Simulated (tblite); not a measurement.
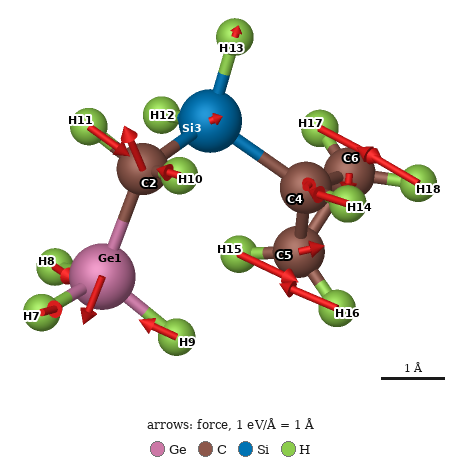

Starting geometry of C₄H₁₂GeSi with the computed forces as red arrows. The picture is a ball-and-stick view, seen from a free direction.

Method: GFN2-xTB geometry optimisation, gas phase in tblite. 

### Is this structure relaxed? If not, where do the atoms go?

It isn't relaxed: the largest force vector, on H17, is 1.39 eV/Å. The final displacements follow the starting forces only in part (cosine between the two patterns 0.50). The largest move after the best rigid fit is that of H17, 0.16 Å. Largest moves by element: H 0.16 Å, C 0.09 Å, Si 0.07 Å, Ge 0.05 Å. Among the contacts that change: Ge1–H7 1.556 → 1.503 Å, Ge1–H9 1.546 → 1.495 Å, C6–H17 1.117 → 1.080 Å, Ge1–C2 1.930 → 1.963 Å. Bond angles that change, for instance: H17–C6–H18 121.7° → 113.4°, H15–C5–H16 121.5° → 113.4°, Si3–C4–C6 114.0° → 119.9°. Over 43 geometry steps the energy falls by 0.344 eV. Cost: 0.85 s on 1 thread of Intel(R) Xeon(R) Processor @ 2.70GHz (shared host).
